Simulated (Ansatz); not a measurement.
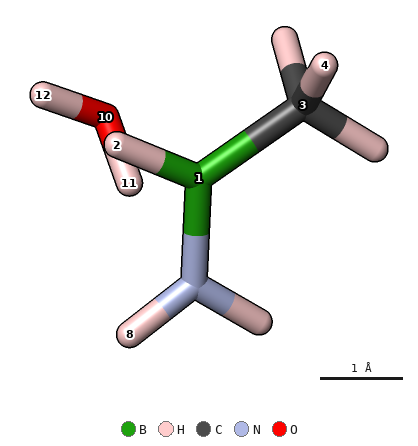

Figure 1. The starting structure (stick view, seen at a tilt; atoms are numbered from 1 in the order of the input).

Nudged elastic band of CH$_{8}$BNO (part 1 of 2)

- system: CH$_{8}$BNO
- method: RKS PBE0-D4/6-31G* (Ansatz 0.2.0)

The run did not end well. One setting was made poor on purpose. It belongs to a series of runs on one base structure; here: band between the two ends.

## Input file
```yaml
crystal:
  periodic: [false, false, false]
  atoms:
    - { symbol: B, position_ang: [-0.027449, -0.406847, -0.195482] }
    - { symbol: H, position_ang: [-0.072954, -0.931796, 0.888019] }
    - { symbol: C, position_ang: [1.335735, -0.06699, -0.893589] }
    - { symbol: H, position_ang: [2.022782, -0.921413, -0.874528] }
    - { symbol: H, position_ang: [1.238583, 0.27375, -1.931478] }
    - { symbol: H, position_ang: [1.823197, 0.736633, -0.325343] }
    - { symbol: "N", position_ang: [-1.262916, -0.080634, -0.77834] }
    - { symbol: H, position_ang: [-2.151845, -0.343406, -0.379107] }
    - { symbol: H, position_ang: [-1.340759, 0.307309, -1.708623] }
    - { symbol: O, position_ang: [-0.307431, 2.286091, 1.117309] }
    - { symbol: H, position_ang: [-0.809592, 1.754315, 0.481334] }
    - { symbol: H, position_ang: [-0.367051, 1.769187, 1.930429] }
basis:
  gaussian: { orbitals: "6-31G*" }
hamiltonian:
  xc: pbe0
  dispersion: d4
neb:
  order_check: false
  images: 9
  f_tol: 0.05
  max_iterations: 53
  initial_path: linear
  final_atoms:
    - { symbol: B, position_ang: [-0.16623538, 0.46109581, -0.68179524] }
    - { symbol: H, position_ang: [0.11047325, 0.93174268, 3.41542653] }
    - { symbol: C, position_ang: [1.28343725, -0.03524831, -1.05870747] }
    - { symbol: H, position_ang: [1.29460304, -0.85678266, -1.78281494] }
    - { symbol: H, position_ang: [1.87258271, 0.78954956, -1.4773023] }
    - { symbol: H, position_ang: [1.81830208, -0.3696227, -0.16175165] }
    - { symbol: "N", position_ang: [-1.31789901, -0.11371296, -1.26605245] }
    - { symbol: H, position_ang: [-1.25314807, -0.85875284, -1.94071991] }
    - { symbol: H, position_ang: [-2.26840706, 0.15909693, -1.06581879] }
    - { symbol: O, position_ang: [-0.25630783, 1.48334666, 0.24257807] }
    - { symbol: H, position_ang: [-1.16794695, 1.73767216, 0.42806759] }
    - { symbol: H, position_ang: [0.13084596, 1.04781467, 2.67949156] }
```

Machine: 1 thread of Intel Xeon (Sapphire Rapids), 32 GiB of memory available, shared host.

Command:
```bash
ansatz run input.yaml --threads 1 --pin off --max-ram 2048MiB --backend cpu --events-out ev --progress --plain --runs-dir out
```

## Log
```
Engine: ansatz 0.2.0, x86_64-unknown-linux-gnu
Functional definition: PBE0
  parameter a = 0.25
  parameter kappa = 0.804
  parameter beta = 0.06672455060314922
  exchange = (1 - a)*pbe_x(kappa = kappa, mu = beta*pi^2/3) + a*exact_x
  correlation = pbe_c(beta = beta)
896 factors; integrals over basis functions are off by at most 3.7e-4 eV
mean field evaluation 1: about -5366.3990 eV, gradient 6.8e1 eV
mean field evaluation 2: about -5362.2305 eV, gradient 8.2e1 eV
mean field evaluation 4: about -5375.2782 eV, gradient 2.2e0 eV
mean field evaluation 8: about -5375.2961 eV, gradient 1.5e-1 eV
mean field -5375.29616103 eV, -197.5384904111 hartree, gradient 2.2e-5 eV, S^2 0.000000; 0 other end points of the search recorded, 0 dependent functions left out
the calculation of the forces begins
reference -5375.29617999 eV, -197.5384911080 hartree; 17, 17 occupied and 59, 59 virtual orbitals, 896 factors
896 factors; integrals over basis functions are off by at most 9.0e-4 eV
mean field evaluation 16: about -5367.7549 eV, gradient 6.6e1 eV
mean field -5376.21901082 eV, -197.5724045157 hartree, gradient 2.3e-5 eV, S^2 0.000000; 0 other end points of the search recorded, 0 dependent functions left out
[... from here on the field's lines of each further geometry are left out, up to the last ...]
NEB iter   1: max|band force component| = 5.145e1 eV/Å  barrier→ = 22.1531 eV  barrier← = 23.0750 eV  Δτ_max = 0.2000 Å  (278 SCF iters)
NEB iter   2: max|band force component| = 7.264e0 eV/Å  barrier→ = 8.5006 eV  barrier← = 9.4225 eV  Δτ_max = 0.2000 Å  (281 SCF iters)
NEB iter   3: max|band force component| = 5.783e0 eV/Å  barrier→ = 5.5443 eV  barrier← = 6.4662 eV  Δτ_max = 0.2000 Å  (265 SCF iters)
NEB iter   4: max|band force component| = 4.634e0 eV/Å  barrier→ = 3.7111 eV  barrier← = 4.6330 eV  Δτ_max = 0.2000 Å  (254 SCF iters)
NEB iter   5: max|band force component| = 2.067e0 eV/Å  barrier→ = 2.6365 eV  barrier← = 3.5584 eV  Δτ_max = 0.2000 Å  (242 SCF iters)
NEB iter   6: max|band force component| = 2.396e0 eV/Å  barrier→ = 2.1089 eV  barrier← = 3.0308 eV  Δτ_max = 0.1006 Å  (234 SCF iters)
NEB iter   7: max|band force component| = 1.244e0 eV/Å  barrier→ = 1.7644 eV  barrier← = 2.6863 eV  Δτ_max = 0.1012 Å  (236 SCF iters)
NEB iter   8: max|band force component| = 8.963e-1 eV/Å  barrier→ = 1.4973 eV  barrier← = 2.4192 eV  Δτ_max = 0.2000 Å  (224 SCF iters)
NEB iter   9: max|band force component| = 4.741e0 eV/Å  barrier→ = 1.5367 eV  barrier← = 2.4586 eV  Δτ_max = 0.0997 Å  (229 SCF iters)
NEB iter  10: max|band force component| = 5.965e-1 eV/Å  barrier→ = 1.1456 eV  barrier← = 2.0675 eV  Δτ_max = 0.1147 Å  (220 SCF iters)
NEB iter  11: max|band force component| = 8.578e-1 eV/Å  barrier→ = 1.1058 eV  barrier← = 2.0277 eV  CI = image 4  Δτ_max = 0.1999 Å  (213 SCF iters)
NEB iter  12: max|band force component| = 1.843e0 eV/Å  barrier→ = 1.4307 eV  barrier← = 2.3526 eV  CI = image 4  Δτ_max = 0.2000 Å  (227 SCF iters)
NEB iter  13: max|band force component| = 8.572e-1 eV/Å  barrier→ = 1.5697 eV  barrier← = 2.4916 eV  CI = image 4  Δτ_max = 0.1626 Å  (228 SCF iters)
NEB iter  14: max|band force component| = 4.074e-1 eV/Å  barrier→ = 1.5544 eV  barrier← = 2.4763 eV  CI = image 4  Δτ_max = 0.0549 Å  (220 SCF iters)
NEB iter  15: max|band force component| = 5.706e-1 eV/Å  barrier→ = 1.5178 eV  barrier← = 2.4397 eV  CI = image 4  Δτ_max = 0.0277 Å  (211 SCF iters)
NEB iter  16: max|band force component| = 5.594e-1 eV/Å  barrier→ = 1.5156 eV  barrier← = 2.4375 eV  CI = image 4  Δτ_max = 0.0553 Å  (205 SCF iters)
NEB iter  17: max|band force component| = 6.163e-1 eV/Å  barrier→ = 1.4954 eV  barrier← = 2.4173 eV  CI = image 4  Δτ_max = 0.1102 Å  (209 SCF iters)
NEB iter  18: max|band force component| = 6.228e-1 eV/Å  barrier→ = 1.4639 eV  barrier← = 2.3858 eV  CI = image 4  Δτ_max = 0.1965 Å  (207 SCF iters)
NEB iter  19: max|band force component| = 4.875e-1 eV/Å  barrier→ = 1.4362 eV  barrier← = 2.3581 eV  CI = image 4  Δτ_max = 0.1982 Å  (215 SCF iters)
NEB iter  20: max|band force component| = 4.615e-1 eV/Å  barrier→ = 1.4514 eV  barrier← = 2.3733 eV  CI = image 4  Δτ_max = 0.2000 Å  (216 SCF iters)
NEB iter  21: max|band force component| = 6.790e-1 eV/Å  barrier→ = 1.4407 eV  barrier← = 2.3626 eV  CI = image 4  Δτ_max = 0.1007 Å  (212 SCF iters)
NEB iter  22: max|band force component| = 5.655e-1 eV/Å  barrier→ = 1.4338 eV  barrier← = 2.3557 eV  CI = image 4  Δτ_max = 0.1004 Å  (207 SCF iters)
NEB iter  23: max|band force component| = 5.683e-1 eV/Å  barrier→ = 1.4299 eV  barrier← = 2.3518 eV  CI = image 4  Δτ_max = 0.1993 Å  (214 SCF iters)
NEB iter  24: max|band force component| = 4.516e-1 eV/Å  barrier→ = 1.4238 eV  barrier← = 2.3457 eV  CI = image 4  Δτ_max = 0.1952 Å  (213 SCF iters)
NEB iter  25: max|band force component| = 5.064e-1 eV/Å  barrier→ = 1.4112 eV  barrier← = 2.3331 eV  CI = image 4  Δτ_max = 0.0998 Å  (209 SCF iters)
NEB iter  26: max|band force component| = 3.275e-1 eV/Å  barrier→ = 1.3849 eV  barrier← = 2.3068 eV  CI = image 4  Δτ_max = 0.1015 Å  (207 SCF iters)
NEB iter  27: max|band force component| = 3.871e-1 eV/Å  barrier→ = 1.3722 eV  barrier← = 2.2941 eV  CI = image 4  Δτ_max = 0.0504 Å  (208 SCF iters)
NEB iter  28: max|band force component| = 1.776e-1 eV/Å  barrier→ = 1.3689 eV  barrier← = 2.2908 eV  CI = image 4  Δτ_max = 0.1018 Å  (201 SCF iters)
NEB iter  29: max|band force component| = 2.442e-1 eV/Å  barrier→ = 1.3681 eV  barrier← = 2.2900 eV  CI = image 4  Δτ_max = 0.0502 Å  (204 SCF iters)
NEB iter  30: max|band force component| = 1.910e-1 eV/Å  barrier→ = 1.3679 eV  barrier← = 2.2898 eV  CI = image 4  Δτ_max = 0.0501 Å  (200 SCF iters)
NEB iter  31: max|band force component| = 3.126e-1 eV/Å  barrier→ = 1.3678 eV  barrier← = 2.2897 eV  CI = image 4  Δτ_max = 0.0251 Å  (198 SCF iters)
NEB iter  32: max|band force component| = 3.241e-1 eV/Å  barrier→ = 1.3678 eV  barrier← = 2.2897 eV  CI = image 4  Δτ_max = 0.0505 Å  (186 SCF iters)
NEB iter  33: max|band force component| = 3.919e-1 eV/Å  barrier→ = 1.3678 eV  barrier← = 2.2897 eV  CI = image 4  Δτ_max = 0.1003 Å  (193 SCF iters)
NEB iter  34: max|band force component| = 4.837e-1 eV/Å  barrier→ = 1.3678 eV  barrier← = 2.2897 eV  CI = image 4  Δτ_max = 0.1995 Å  (190 SCF iters)
NEB iter  35: max|band force component| = 5.228e-1 eV/Å  barrier→ = 1.3678 eV  barrier← = 2.2897 eV  CI = image 4  Δτ_max = 0.1990 Å  (186 SCF iters)
NEB iter  36: max|band force component| = 3.040e-1 eV/Å  barrier→ = 1.3678 eV  barrier← = 2.2897 eV  CI = image 4  Δτ_max = 0.1930 Å  (189 SCF iters)
NEB iter  37: max|band force component| = 7.891e-1 eV/Å  barrier→ = 1.3678 eV  barrier← = 2.2897 eV  CI = image 4  Δτ_max = 0.1005 Å  (185 SCF iters)
NEB iter  38: max|band force component| = 4.290e-1 eV/Å  barrier→ = 1.3678 eV  barrier← = 2.2897 eV  CI = image 4  Δτ_max = 0.0996 Å  (181 SCF iters)
NEB iter  39: max|band force component| = 2.621e-1 eV/Å  barrier→ = 1.3678 eV  barrier← = 2.2897 eV  CI = image 4  Δτ_max = 0.1006 Å  (179 SCF iters)
NEB iter  40: max|band force component| = 2.731e-1 eV/Å  barrier→ = 1.3678 eV  barrier← = 2.2897 eV  CI = image 4  Δτ_max = 0.0503 Å  (178 SCF iters)
NEB iter  41: max|band force component| = 1.748e-1 eV/Å  barrier→ = 1.3678 eV  barrier← = 2.2897 eV  CI = image 4  Δτ_max = 0.0500 Å  (176 SCF iters)
NEB iter  42: max|band force component| = 1.632e-1 eV/Å  barrier→ = 1.3678 eV  barrier← = 2.2897 eV  CI = image 4  Δτ_max = 0.0502 Å  (174 SCF iters)
NEB iter  43: max|band force component| = 2.735e-1 eV/Å  barrier→ = 1.3678 eV  barrier← = 2.2897 eV  CI = image 4  Δτ_max = 0.0251 Å  (173 SCF iters)
NEB iter  44: max|band force component| = 1.055e-1 eV/Å  barrier→ = 1.3678 eV  barrier← = 2.2897 eV  CI = image 4  Δτ_max = 0.0503 Å  (177 SCF iters)
NEB iter  45: max|band force component| = 3.732e-1 eV/Å  barrier→ = 1.3678 eV  barrier← = 2.2897 eV  CI = image 4  Δτ_max = 0.0250 Å  (175 SCF iters)
NEB iter  46: max|band force component| = 1.289e-1 eV/Å  barrier→ = 1.3678 eV  barrier← = 2.2897 eV  CI = image 4  Δτ_max = 0.0499 Å  (171 SCF iters)
NEB iter  47: max|band force component| = 8.791e-2 eV/Å  barrier→ = 1.3678 eV  barrier← = 2.2897 eV  CI = image 4  Δτ_max = 0.0499 Å  (172 SCF iters)
NEB iter  48: max|band force component| = 7.866e-2 eV/Å  barrier→ = 1.3678 eV  barrier← = 2.2897 eV  CI = image 4  Δτ_max = 0.0500 Å  (170 SCF iters)
NEB iter  49: max|band force component| = 1.528e-1 eV/Å  barrier→ = 1.3678 eV  barrier← = 2.2897 eV  CI = image 4  Δτ_max = 0.0500 Å  (169 SCF iters)
NEB iter  50: max|band force component| = 2.004e-1 eV/Å  barrier→ = 1.3678 eV  barrier← = 2.2897 eV  CI = image 4  Δτ_max = 0.0509 Å  (166 SCF iters)
NEB iter  51: max|band force component| = 2.710e-1 eV/Å  barrier→ = 1.3678 eV  barrier← = 2.2897 eV  CI = image 4  Δτ_max = 0.1012 Å  (169 SCF iters)
NEB iter  52: max|band force component| = 2.093e-1 eV/Å  barrier→ = 1.3678 eV  barrier← = 2.2897 eV  CI = image 4  Δτ_max = 0.1012 Å  (170 SCF iters)
the calculation of the forces begins
reference -5376.20448184 eV, -197.5718705853 hartree; 17, 17 occupied and 59, 59 virtual orbitals, 896 factors
these checks for a lower state are left out or cut short: starts, cluster_reference, orbital_swaps, neighbouring_geometries, increment
896 factors; integrals over basis functions are off by at most 8.8e-4 eV
mean field -5376.21477017 eV, -197.5722486746 hartree, gradient 2.3e-5 eV, S^2 0.000000; 0 other end points of the search recorded, 0 dependent functions left out
the calculation of the forces begins
reference -5376.21479007 eV, -197.5722494059 hartree; 17, 17 occupied and 59, 59 virtual orbitals, 896 factors
NEB iter  53: max|band force component| = 2.256e-1 eV/Å  barrier→ = 1.3678 eV  barrier← = 2.2897 eV  CI = image 4  Δτ_max = 0.0512 Å  (166 SCF iters)
```

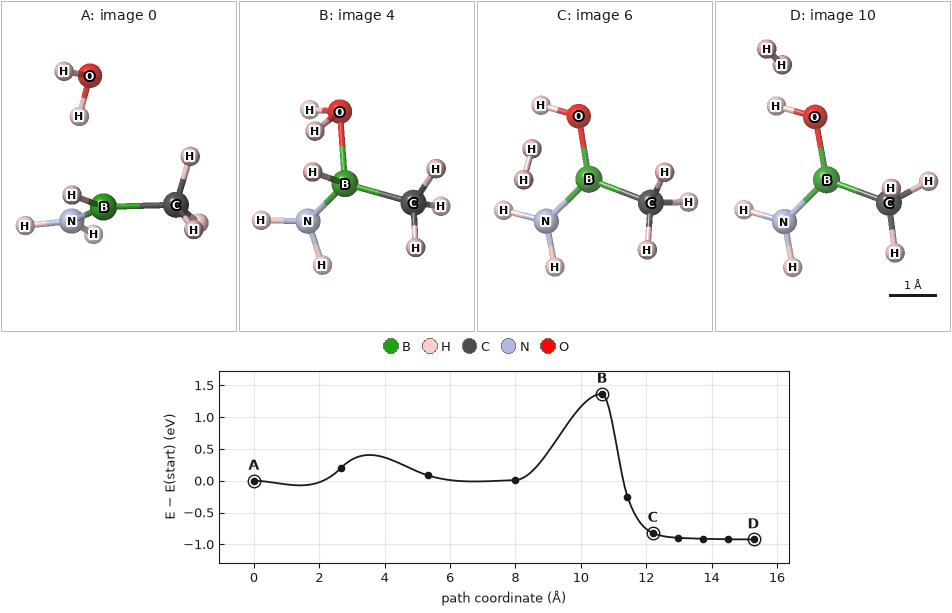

Figure 2. Images of the last band (counted from 0; ball-and-stick, seen at a tilt) above the energy along the path; the line is a cubic interpolation that uses the forces. The highest image is number 4, 1.368 eV above the start and 2.290 eV above the end (the climbing image); the end lies 0.922 eV below the start. The path is 15.28 Å long. The band had not converged after 53 iterations.
